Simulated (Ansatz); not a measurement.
# GeH3F (singlet): B97M-V, PBE0 over a scan of the distance Ge1–F2, cc-pVDZ, part 2 of 2

Ansatz 0.2.0, Gaussian basis; cc-pVDZ, all electrons in the functionals.

## Step 14: PBE0, 1.548 Å

Input file in.yaml:

```yaml
crystal:
  periodic: [false, false, false]
  atoms:
    - {symbol: Ge, position_ang: [-0.296967, -0.002124, 0.001365]}
    - {symbol: F, position_ang: [1.250977, 0.008948, -0.005750]}
    - {symbol: H, position_ang: [-0.736392, 1.466741, 0.004305]}
    - {symbol: H, position_ang: [-0.714740, -0.741955, 1.277603]}
    - {symbol: H, position_ang: [-0.726471, -0.740362, -1.271898]}
basis:
  gaussian: {orbitals: cc-pVDZ}
hamiltonian: {xc: {name: PBE0}}
output: {orbitals: {seedname: orbitals}}
```

The run is started by

```
> ansatz run in.yaml --threads 1 --pin off --events-out ev --progress --plain --max-ram 2393MiB
```

What it wrote, shortened:

```text
Functional definition: PBE0
  name "PBE0"
  cite "Adamo & Barone, J. Chem. Phys. 110, 6158 (1999) doi:10.1063/1.478522"
  cite "Perdew, Burke & Ernzerhof, Phys. Rev. Lett. 77, 3865 (1996) doi:10.1103/PhysRevLett.77.3865"
  parent pbe
[...]
587 factors; integrals over basis functions are off by at most 8.8e-4 eV
[...]
mean field -59272.88535546 eV, -2178.2383602083 hartree, gradient 3.4e-5 eV, S^2 0.000000; 0 other end points of the search recorded, 0 dependent functions left out
reference -59272.88537743 eV, -2178.2383610157 hartree; 22, 22 occupied and 34, 34 virtual orbitals, 587 factors
Total energy: -59272.88537743 eV, -2178.2383610157 hartree
```

Run time: 0.72 s. Hardware: 1 thread of Intel Xeon 6975P-C, shared host.

## Step 15: PBE0, 1.742 Å

Input file in.yaml:

```yaml
crystal:
  periodic: [false, false, false]
  atoms:
    - {symbol: Ge, position_ang: [-0.335893, -0.002403, 0.001544]}
    - {symbol: F, position_ang: [1.406007, 0.010057, -0.006463]}
    - {symbol: H, position_ang: [-0.775318, 1.466462, 0.004484]}
    - {symbol: H, position_ang: [-0.753666, -0.742234, 1.277782]}
    - {symbol: H, position_ang: [-0.765397, -0.740640, -1.271719]}
basis:
  gaussian: {orbitals: cc-pVDZ}
hamiltonian: {xc: {name: PBE0}}
output: {forces: true, orbitals: {seedname: orbitals}}
```

The command is unchanged.

What it wrote, shortened:

```text
Functional definition: PBE0
  name "PBE0"
  cite "Adamo & Barone, J. Chem. Phys. 110, 6158 (1999) doi:10.1063/1.478522"
  cite "Perdew, Burke & Ernzerhof, Phys. Rev. Lett. 77, 3865 (1996) doi:10.1103/PhysRevLett.77.3865"
  parent pbe
[...]
584 factors; integrals over basis functions are off by at most 9.2e-4 eV
[...]
Atom 1 at     1.406007     0.010057    -0.006463 Å, force     0.556912     0.003996    -0.002560 eV/Å
Atom 2 at    -0.775318     1.466462     0.004484 Å, force    -0.054179     0.065069     0.000290 eV/Å
Atom 3 at    -0.753666    -0.742234     1.277782 Å, force    -0.053253    -0.033186     0.056949 eV/Å
Atom 4 at    -0.765397    -0.740640    -1.271719 Å, force    -0.053775    -0.033115    -0.056498 eV/Å
Dipole moment:    -0.445632    -0.003188     0.002048 e Å
```

Run time: 0.93 s. Hardware: 1 thread of Intel Xeon 6975P-C, shared host.

## Step 16: PBE0, 1.921 Å

Input file in.yaml:

```yaml
crystal:
  periodic: [false, false, false]
  atoms:
    - {symbol: Ge, position_ang: [-0.371824, -0.002660, 0.001709]}
    - {symbol: F, position_ang: [1.549106, 0.011081, -0.007121]}
    - {symbol: H, position_ang: [-0.811249, 1.466205, 0.004649]}
    - {symbol: H, position_ang: [-0.789597, -0.742491, 1.277947]}
    - {symbol: H, position_ang: [-0.801328, -0.740897, -1.271554]}
basis:
  gaussian: {orbitals: cc-pVDZ}
hamiltonian: {xc: {name: PBE0}}
output: {orbitals: {seedname: orbitals}}
```

Same command.

What it wrote, shortened:

```text
Functional definition: PBE0
  name "PBE0"
  cite "Adamo & Barone, J. Chem. Phys. 110, 6158 (1999) doi:10.1063/1.478522"
  cite "Perdew, Burke & Ernzerhof, Phys. Rev. Lett. 77, 3865 (1996) doi:10.1103/PhysRevLett.77.3865"
  parent pbe
[...]
584 factors; integrals over basis functions are off by at most 9.4e-4 eV
[...]
mean field -59273.55108864 eV, -2178.2628254517 hartree, gradient 4.4e-5 eV, S^2 0.000000; 0 other end points of the search recorded, 0 dependent functions left out
reference -59273.55111061 eV, -2178.2628262591 hartree; 22, 22 occupied and 34, 34 virtual orbitals, 584 factors
Total energy: -59273.55111061 eV, -2178.2628262591 hartree
```

Wall time 0.72 s (1 thread of Intel Xeon 6975P-C, shared host).

From 1.742 Å: +6.3 kcal/mol.

## Step 17: PBE0, 2.133 Å

Input file in.yaml:

```yaml
crystal:
  periodic: [false, false, false]
  atoms:
    - {symbol: Ge, position_ang: [-0.414370, -0.002964, 0.001905]}
    - {symbol: F, position_ang: [1.718553, 0.012293, -0.007900]}
    - {symbol: H, position_ang: [-0.853795, 1.465901, 0.004845]}
    - {symbol: H, position_ang: [-0.832143, -0.742795, 1.278142]}
    - {symbol: H, position_ang: [-0.843874, -0.741202, -1.271358]}
basis:
  gaussian: {orbitals: cc-pVDZ}
hamiltonian: {xc: {name: PBE0}}
output: {forces: true, orbitals: {seedname: orbitals}}
```

Launched as before.

What it wrote, shortened:

```text
Functional definition: PBE0
  name "PBE0"
  cite "Adamo & Barone, J. Chem. Phys. 110, 6158 (1999) doi:10.1063/1.478522"
  cite "Perdew, Burke & Ernzerhof, Phys. Rev. Lett. 77, 3865 (1996) doi:10.1103/PhysRevLett.77.3865"
  parent pbe
[...]
584 factors; integrals over basis functions are off by at most 9.5e-4 eV
[...]
Atom 1 at     1.718553     0.012293    -0.007900 Å, force    -4.287632    -0.030658     0.019710 eV/Å
Atom 2 at    -0.853795     1.465901     0.004845 Å, force     0.162139     0.034814    -0.000724 eV/Å
Atom 3 at    -0.832143    -0.742795     1.278142 Å, force     0.162595    -0.015724     0.028422 eV/Å
Atom 4 at    -0.843874    -0.741202    -1.271358 Å, force     0.162326    -0.015687    -0.029937 eV/Å
Dipole moment:    -0.776677    -0.005554     0.003570 e Å
```

Run time: 0.9 s. Hardware: 1 thread of Intel Xeon 6975P-C, shared host.

From 1.742 Å: +25.0 kcal/mol.

## Step 18: PBE0, 2.419 Å

Input file in.yaml:

```yaml
crystal:
  periodic: [false, false, false]
  atoms:
    - {symbol: Ge, position_ang: [-0.471767, -0.003375, 0.002169]}
    - {symbol: F, position_ang: [1.947145, 0.013928, -0.008950]}
    - {symbol: H, position_ang: [-0.911193, 1.465490, 0.005108]}
    - {symbol: H, position_ang: [-0.889541, -0.743206, 1.278406]}
    - {symbol: H, position_ang: [-0.901271, -0.741612, -1.271094]}
basis:
  gaussian: {orbitals: cc-pVDZ}
magnetization: {spin_polarized: true, initial_magnetization: 0}
hamiltonian: {xc: {name: PBE0}}
output: {orbitals: {seedname: orbitals}}
```

Launched as before.

What it wrote, shortened:

```text
Functional definition: PBE0
  name "PBE0"
  cite "Adamo & Barone, J. Chem. Phys. 110, 6158 (1999) doi:10.1063/1.478522"
  cite "Perdew, Burke & Ernzerhof, Phys. Rev. Lett. 77, 3865 (1996) doi:10.1103/PhysRevLett.77.3865"
  parent pbe
[...]
586 factors; integrals over basis functions are off by at most 9.6e-4 eV
[...]
mean field -59271.51297016 eV, -2178.1879259788 hartree, gradient 7.4e-5 eV, S^2 0.000000; 1 other end points of the search recorded, 0 dependent functions left out
reference -59271.51299155 eV, -2178.1879267649 hartree; 22, 22 occupied and 34, 34 virtual orbitals, 586 factors
Total energy: -59271.51299155 eV, -2178.1879267649 hartree
```

It took 1.2 s on 1 thread of Intel Xeon 6975P-C, shared host.

From the report: ⟨S²⟩ of the determinant 0.000 (pure singlet: 0.00).

From 1.742 Å: +53.3 kcal/mol.

## Step 19: PBE0, 2.778 Å

Input file in.yaml:

```yaml
crystal:
  periodic: [false, false, false]
  atoms:
    - {symbol: Ge, position_ang: [-0.543815, -0.003890, 0.002500]}
    - {symbol: F, position_ang: [2.234085, 0.015981, -0.010269]}
    - {symbol: H, position_ang: [-0.983240, 1.464975, 0.005440]}
    - {symbol: H, position_ang: [-0.961588, -0.743721, 1.278737]}
    - {symbol: H, position_ang: [-0.973319, -0.742128, -1.270763]}
basis:
  gaussian: {orbitals: cc-pVDZ}
magnetization: {spin_polarized: true, initial_magnetization: 0}
hamiltonian: {xc: {name: PBE0}}
output: {orbitals: {seedname: orbitals}}
```

Same command.

What it wrote, shortened:

```text
Functional definition: PBE0
  name "PBE0"
  cite "Adamo & Barone, J. Chem. Phys. 110, 6158 (1999) doi:10.1063/1.478522"
  cite "Perdew, Burke & Ernzerhof, Phys. Rev. Lett. 77, 3865 (1996) doi:10.1103/PhysRevLett.77.3865"
  parent pbe
[...]
586 factors; integrals over basis functions are off by at most 9.7e-4 eV
[...]
mean field -59270.24312251 eV, -2178.1412599385 hartree, gradient 9.4e-6 eV, S^2 0.228530; 5 other end points of the search recorded, 0 dependent functions left out
reference -59270.24314379 eV, -2178.1412607207 hartree; 22, 22 occupied and 34, 34 virtual orbitals, 586 factors
Total energy: -59270.24314379 eV, -2178.1412607207 hartree
```

It took 2.2 s on 1 thread of Intel Xeon 6975P-C, shared host.

From the report: ⟨S²⟩ of the determinant 0.229 (pure singlet: 0.00).

From 1.742 Å: +82.6 kcal/mol.

## Step 20: PBE0, 3.264 Å

Input file in.yaml:

```yaml
crystal:
  periodic: [false, false, false]
  atoms:
    - {symbol: Ge, position_ang: [-0.641350, -0.004588, 0.002948]}
    - {symbol: F, position_ang: [2.622532, 0.018759, -0.012055]}
    - {symbol: H, position_ang: [-1.080775, 1.464277, 0.005888]}
    - {symbol: H, position_ang: [-1.059123, -0.744419, 1.279186]}
    - {symbol: H, position_ang: [-1.070854, -0.742825, -1.270315]}
basis:
  gaussian: {orbitals: cc-pVDZ}
magnetization: {spin_polarized: true, initial_magnetization: 0}
hamiltonian: {xc: {name: PBE0}}
output: {orbitals: {seedname: orbitals}}
```

Launched as before.

What it wrote, shortened:

```text
Functional definition: PBE0
  name "PBE0"
  cite "Adamo & Barone, J. Chem. Phys. 110, 6158 (1999) doi:10.1063/1.478522"
  cite "Perdew, Burke & Ernzerhof, Phys. Rev. Lett. 77, 3865 (1996) doi:10.1103/PhysRevLett.77.3865"
  parent pbe
[...]
585 factors; integrals over basis functions are off by at most 9.9e-4 eV
[...]
mean field -59269.37723238 eV, -2178.1094390632 hartree, gradient 8.0e-6 eV, S^2 0.614659; 6 other end points of the search recorded, 0 dependent functions left out
reference -59269.37725351 eV, -2178.1094398397 hartree; 22, 22 occupied and 34, 34 virtual orbitals, 585 factors
Total energy: -59269.37725351 eV, -2178.1094398397 hartree
```

Run time: 4.3 s. Hardware: 1 thread of Intel Xeon 6975P-C, shared host.

From the report: ⟨S²⟩ of the determinant 0.615 (pure singlet: 0.00). The determinant is far from a pure spin state, so its energy mixes those of several spin states (harmless only where they are near-degenerate, as at dissociation).

From 1.742 Å: +102.6 kcal/mol.

## Step 21: PBE0, 3.896 Å

Input file in.yaml:

```yaml
crystal:
  periodic: [false, false, false]
  atoms:
    - {symbol: Ge, position_ang: [-0.768186, -0.005495, 0.003531]}
    - {symbol: F, position_ang: [3.127673, 0.022373, -0.014377]}
    - {symbol: H, position_ang: [-1.207611, 1.463370, 0.006471]}
    - {symbol: H, position_ang: [-1.185959, -0.745326, 1.279769]}
    - {symbol: H, position_ang: [-1.197690, -0.743733, -1.269732]}
basis:
  gaussian: {orbitals: cc-pVDZ}
magnetization: {spin_polarized: true, initial_magnetization: 0}
hamiltonian: {xc: {name: PBE0}}
output: {orbitals: {seedname: orbitals}}
```

Launched as before.

What it wrote, shortened:

```text
Functional definition: PBE0
  name "PBE0"
  cite "Adamo & Barone, J. Chem. Phys. 110, 6158 (1999) doi:10.1063/1.478522"
  cite "Perdew, Burke & Ernzerhof, Phys. Rev. Lett. 77, 3865 (1996) doi:10.1103/PhysRevLett.77.3865"
  parent pbe
[...]
585 factors; integrals over basis functions are off by at most 1.0e-3 eV
[...]
mean field -59268.91997086 eV, -2178.0926350123 hartree, gradient 5.2e-6 eV, S^2 0.808830; 8 other end points of the search recorded, 0 dependent functions left out
reference -59268.91999399 eV, -2178.0926358624 hartree; 22, 22 occupied and 34, 34 virtual orbitals, 585 factors
Total energy: -59268.91999399 eV, -2178.0926358624 hartree
```

It took 5 s on 1 thread of Intel Xeon 6975P-C, shared host.

From the report: ⟨S²⟩ of the determinant 0.809 (pure singlet: 0.00). The determinant is far from a pure spin state, so its energy mixes those of several spin states (harmless only where they are near-degenerate, as at dissociation).

From 1.742 Å: +113.1 kcal/mol.

Orbitals, density, ELF and potential are computed afterwards from the orbital file.

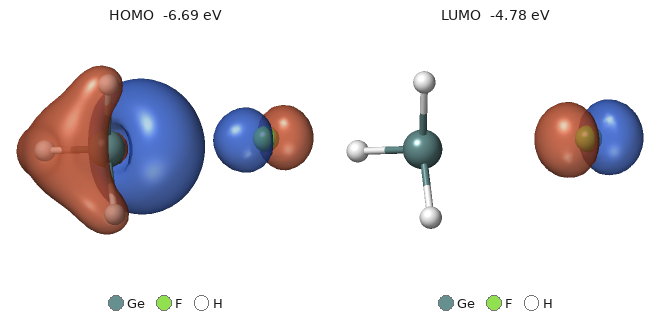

Frontier orbitals at PBE0/cc-pVDZ (alpha spin); each surface holds 70 % of the orbital's density, blue and red mark the sign.

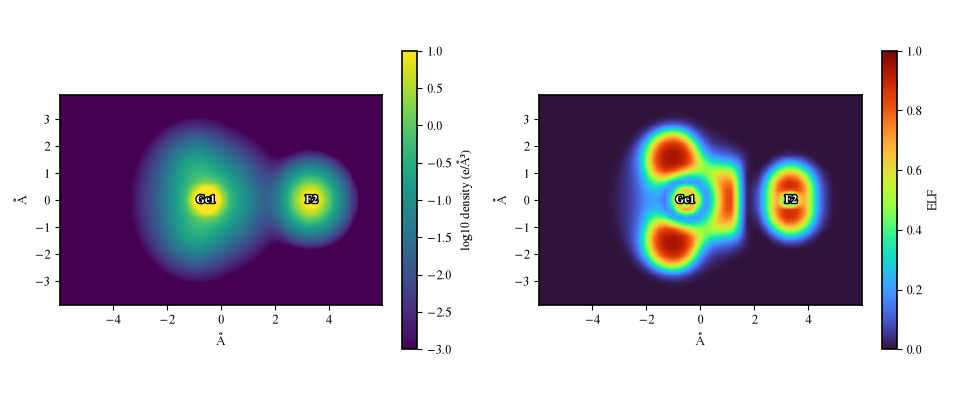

Density (left) and ELF (right) in a plane through or near 2 of the atoms.

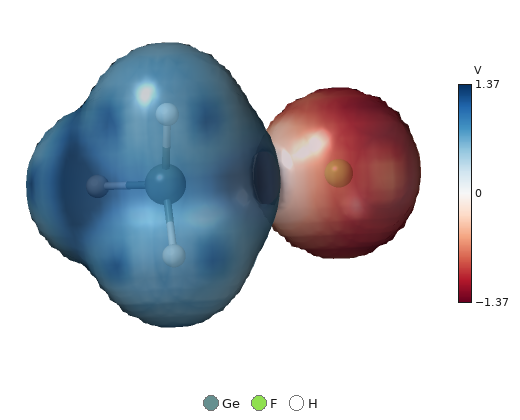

Electrostatic potential on the surface of density 0.002 e/bohr³; red is low, blue high. It runs, from the 1st to the 99th percentile, from -1.24 V near F2 to 1.37 V near H5.

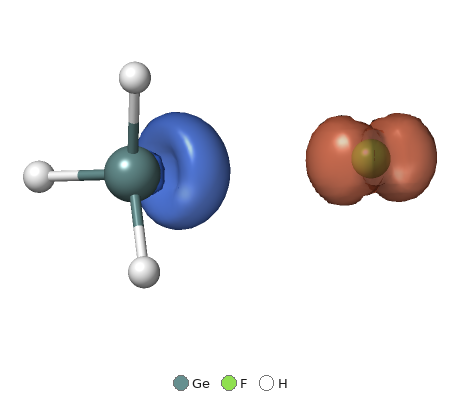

Spin density at ±0.1 e/Å³ (alpha excess blue, beta excess red).

## Step 22: PBE0, 4.596 Å

Input file in.yaml:

```yaml
crystal:
  periodic: [false, false, false]
  atoms:
    - {symbol: Ge, position_ang: [-0.908669, -0.006500, 0.004177]}
    - {symbol: F, position_ang: [3.687165, 0.026375, -0.016949]}
    - {symbol: H, position_ang: [-1.348094, 1.462365, 0.007117]}
    - {symbol: H, position_ang: [-1.326442, -0.746331, 1.280415]}
    - {symbol: H, position_ang: [-1.338172, -0.744738, -1.269086]}
basis:
  gaussian: {orbitals: cc-pVDZ}
magnetization: {spin_polarized: true, initial_magnetization: 0}
hamiltonian: {xc: {name: PBE0}}
output: {forces: true, orbitals: {seedname: orbitals}}
```

Launched as before.

What it wrote:

```text
Functional definition: PBE0
  name "PBE0"
  cite "Adamo & Barone, J. Chem. Phys. 110, 6158 (1999) doi:10.1063/1.478522"
  cite "Perdew, Burke & Ernzerhof, Phys. Rev. Lett. 77, 3865 (1996) doi:10.1103/PhysRevLett.77.3865"
  parent pbe
  parameter a = 0.25
  parameter kappa = 0.804
  parameter beta = 0.06672455060314922
  exchange = (1 - a)*pbe_x(kappa = kappa, mu = beta*pi^2/3) + a*exact_x
  correlation = pbe_c(beta = beta)
582 factors; integrals over basis functions are off by at most 1.0e-3 eV
mean field evaluation 1: about -59260.7500 eV, gradient 3.5e1 eV
mean field evaluation 2: about -58906.6695 eV, gradient 1.1e2 eV
mean field evaluation 4: about -59260.6040 eV, gradient 3.6e1 eV
mean field evaluation 8: about -59267.3640 eV, gradient 7.9e-1 eV
mean field evaluation 16: about -59268.7348 eV, gradient 5.8e-1 eV
mean field evaluation 32: about -59268.7406 eV, gradient 3.4e-7 eV
mean field evaluation 64: about -59268.7406 eV, gradient 5.4e-3 eV
mean field evaluation 96: about -59268.6090 eV, gradient 4.0e-1 eV
mean field -59268.74058278 eV, -2178.0860426219 hartree, gradient 4.6e-8 eV, S^2 0.896866; 7 other end points of the search recorded, 0 dependent functions left out
the calculation of the forces begins
reference -59268.74060544 eV, -2178.0860434546 hartree; 22, 22 occupied and 34, 34 virtual orbitals, 582 factors
Total energy: -59268.74060544 eV, -2178.0860434546 hartree
Atom 0 at    -0.908669    -0.006500     0.004177 Å, force     0.120944     0.000919    -0.000556 eV/Å
Atom 1 at     3.687165     0.026375    -0.016949 Å, force    -0.142852    -0.001012     0.000657 eV/Å
Atom 2 at    -1.348094     1.462365     0.007117 Å, force     0.006526     0.113391     0.000041 eV/Å
Atom 3 at    -1.326442    -0.746331     1.280415 Å, force     0.008143    -0.056711     0.098108 eV/Å
Atom 4 at    -1.338172    -0.744738    -1.269086 Å, force     0.007240    -0.056588    -0.098250 eV/Å
Dipole moment:    -0.454615    -0.003252     0.002090 e Å
```

Wall time 7 s (1 thread of Intel Xeon 6975P-C, shared host).

From the report: ⟨S²⟩ of the determinant 0.897 (pure singlet: 0.00). The determinant is far from a pure spin state, so its energy mixes those of several spin states (harmless only where they are near-degenerate, as at dissociation).

From 1.742 Å: +117.2 kcal/mol.

The fields below are evaluated on a grid from the run's orbitals.

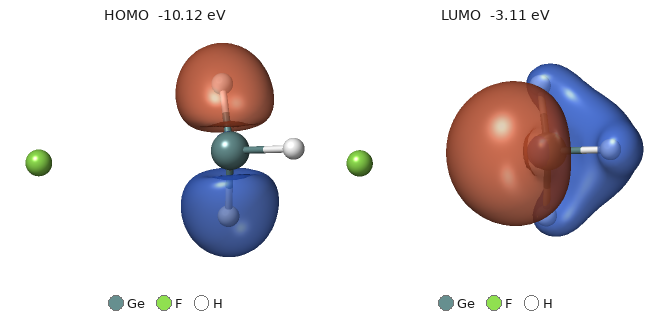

PBE0/cc-pVDZ orbitals (alpha spin) near the gap, drawn at the value that encloses 70 % of each; the two colours are the two signs.

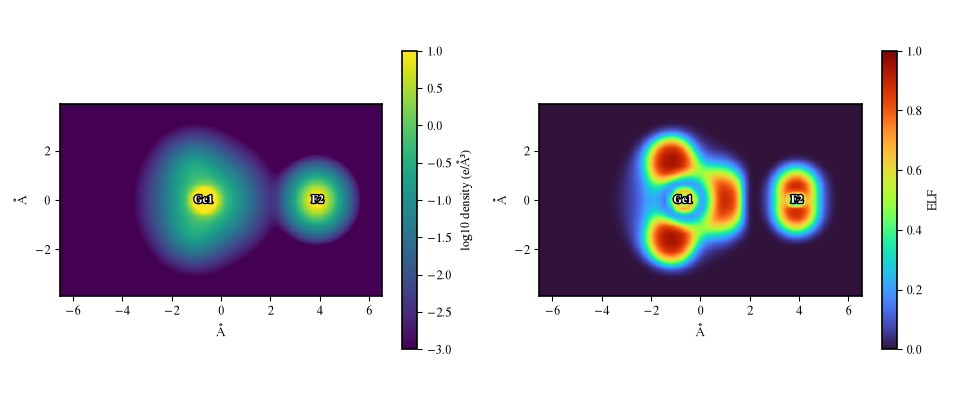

Density (left) and ELF (right) in a plane through or near 2 of the atoms.

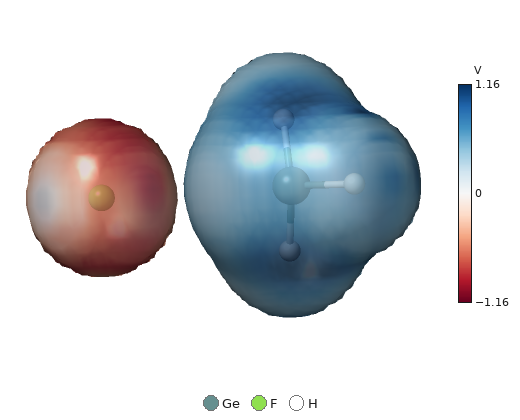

Electrostatic potential on the surface of density 0.002 e/bohr³; red is low, blue high. It runs, from the 1st to the 99th percentile, from -0.92 V near F2 to 1.16 V near Ge1.

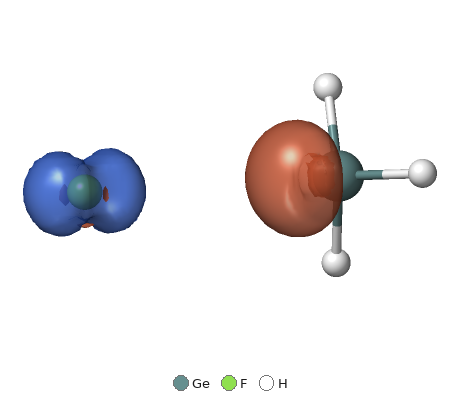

Spin density at ±0.09 e/Å³ (alpha excess blue, beta excess red).

## Step 23: PBE0, 6.004 Å

Input file in.yaml:

```yaml
crystal:
  periodic: [false, false, false]
  atoms:
    - {symbol: Ge, position_ang: [-1.191239, -0.008521, 0.005476]}
    - {symbol: F, position_ang: [4.812544, 0.034425, -0.022122]}
    - {symbol: H, position_ang: [-1.630665, 1.460344, 0.008416]}
    - {symbol: H, position_ang: [-1.609013, -0.748352, 1.281714]}
    - {symbol: H, position_ang: [-1.620743, -0.746759, -1.267787]}
basis:
  gaussian: {orbitals: cc-pVDZ}
magnetization: {spin_polarized: true, initial_magnetization: 0}
hamiltonian: {xc: {name: PBE0}}
output: {orbitals: {seedname: orbitals}}
```

Same command.

What it wrote, shortened:

```text
Functional definition: PBE0
  name "PBE0"
  cite "Adamo & Barone, J. Chem. Phys. 110, 6158 (1999) doi:10.1063/1.478522"
  cite "Perdew, Burke & Ernzerhof, Phys. Rev. Lett. 77, 3865 (1996) doi:10.1103/PhysRevLett.77.3865"
  parent pbe
[...]
582 factors; integrals over basis functions are off by at most 1.0e-3 eV
[...]
mean field -59268.66100750 eV, -2178.0831182843 hartree, gradient 4.5e-6 eV, S^2 0.960340; 12 other end points of the search recorded, 0 dependent functions left out
reference -59268.66103220 eV, -2178.0831191918 hartree; 22, 22 occupied and 34, 34 virtual orbitals, 582 factors
Total energy: -59268.66103220 eV, -2178.0831191918 hartree
```

It took 11 s on 1 thread of Intel Xeon 6975P-C, shared host.

From the report: ⟨S²⟩ of the determinant 0.960 (pure singlet: 0.00). The determinant is far from a pure spin state, so its energy mixes those of several spin states (harmless only where they are near-degenerate, as at dissociation).

From 1.742 Å: +119.1 kcal/mol.

## Step 24: The comparison

The yardstick is RCCSDT(Q), where the cluster series has nearly closed. It comes from earlier runs at the same points. Energies in kcal/mol, counted from 1.742 Å; blanks weren't run or aren't comparable.

| level | 1.376 Å | 1.548 Å | 1.742 Å | 1.921 Å | 2.133 Å | 2.419 Å | 2.778 Å | 3.264 Å | 3.896 Å | 4.596 Å | 6.004 Å |
| --- | --- | --- | --- | --- | --- | --- | --- | --- | --- | --- | --- |
| RCCSDT(Q) | 104.9 | 22.9 | 0.0 | 5.9 | 24.5 |  |  |  |  |  |  |
| B97M-V | 99.5 | 21.1 | 0.0 | 6.3 | 24.5 | 51.6 | 79.9 | 101.2 | 112.6 | 117.3 | 119.7 |
| PBE0 | 101.2 | 21.7 | 0.0 | 6.3 | 25.0 | 53.3 | 82.6 | 102.6 | 113.1 | 117.2 | 119.1 |

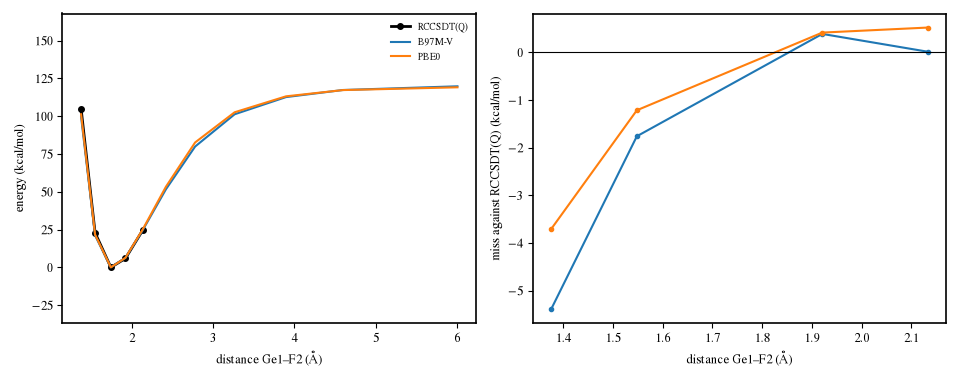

Left: the curves (the axis may cut off levels that run far away). Right: misses against RCCSDT(Q), in the same colours.

Largest miss and mean time a point (RCCSDT(Q) took 13 s a point; shared hosts):

```csv
level,largest miss (kcal/mol),where,time a point
B97M-V,-5.4,1.376 Å,11 s
PBE0,-3.7,1.376 Å,3.1 s
```

## Step 25: Outcome

What follows sums up all 2 parts.

| quantity | value |
| --- | --- |
| span of the RCCSDT(Q) curve (points where it is known) | 104.9 kcal/mol |
| largest miss, B97M-V | -5.4 kcal/mol (1.376 Å) |
| largest miss, PBE0 | -3.7 kcal/mol (1.376 Å) |

**Reading.** Misses are known at 4 of 10 points at best, and only functionals with that many are ranked. Of the functionals, PBE0 keep the smallest largest miss at the points compared (at most 3.7 kcal/mol) and B97M-V strays most (5.4 kcal/mol, at 1.376 Å). B97M-V, PBE0 clearly break the spin symmetry at some points (⟨S²⟩ up to 0.96 above the pure value), so energy there is bought with a mixed spin. Functionals and the yardstick converge differently with the basis, so part of each miss in cc-pVDZ is the basis. The program flags that the yardstick's amplitudes may have other solutions at some points.
